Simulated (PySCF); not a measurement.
C$_{2}$HF$_{5}$, SMILES `FC(F)(F)C(F)F`.

Level of theory: PBE/6-311+G** (PySCF), at a geometry from GFN2-xTB. No frequency check shows the geometry to be a minimum.

Coordinates in Å:

```
F1       0.7764    0.0007    1.3123
C2       0.6175    0.0000   -0.0034
F3       1.2340   -1.0760   -0.4958
F4       1.2345    1.0752   -0.4969
C5      -0.8724   -0.0007   -0.4281
F6      -1.4838    1.0854    0.0683
F7      -1.4844   -1.0844    0.0693
H8      -0.9610   -0.0043   -1.5261
```

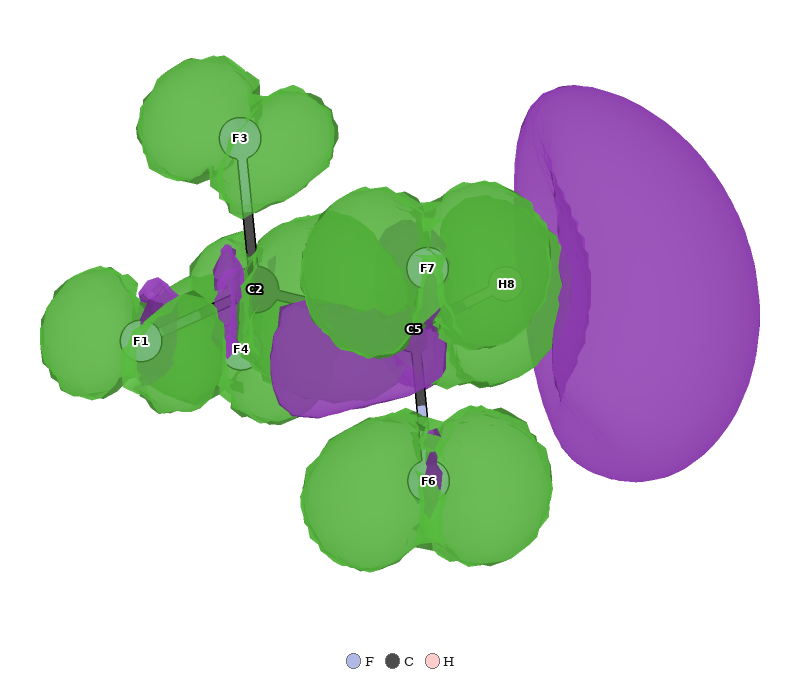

Unrelaxed difference density of S₁ less the ground state (TDA singlet states), ±0.01 e/Å³; purple: gain, green: loss.

How does the charge move on excitation?

Answer. 0.81 e is displaced in all, largely into diffuse regions outside the molecule. The state: 8.57 eV (145 nm), f = 0.033, diffuse (Rydberg-like) orbital; the leading pair carries 100 %; hole on F6 and F7 (21 % each), C5 (16 %) and C2 (12 %), electron on H8 (30 %), C5 (27 %) and C2 (10 %) (atom shares of so diffuse an orbital are rough); their centroids lie 1.1 Å apart.
